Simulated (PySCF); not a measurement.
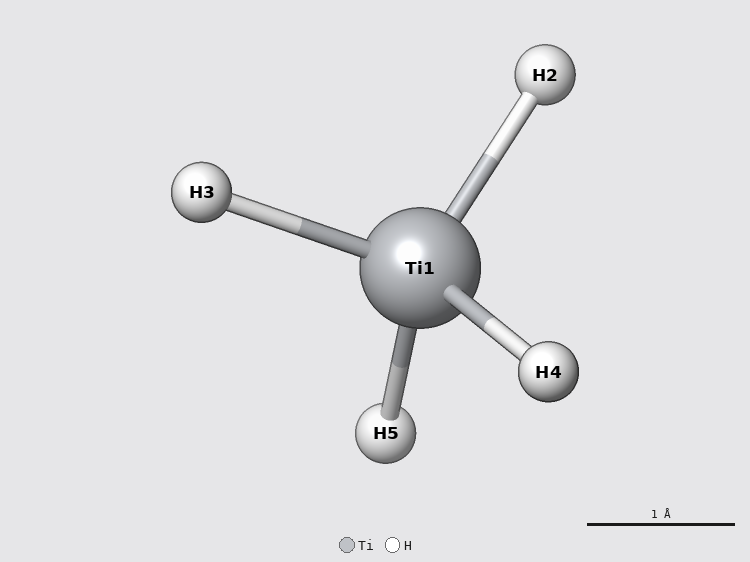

Charge 0, singlet. Computed geometry: PBE0-D3(BJ)/def2-SVP optimisation. No frequency run is at hand to confirm it as a minimum.

Estimate the angles H2–Ti1–H3.

```json
{"angle": "H2–Ti1–H3", "degrees": "109.4"}
```
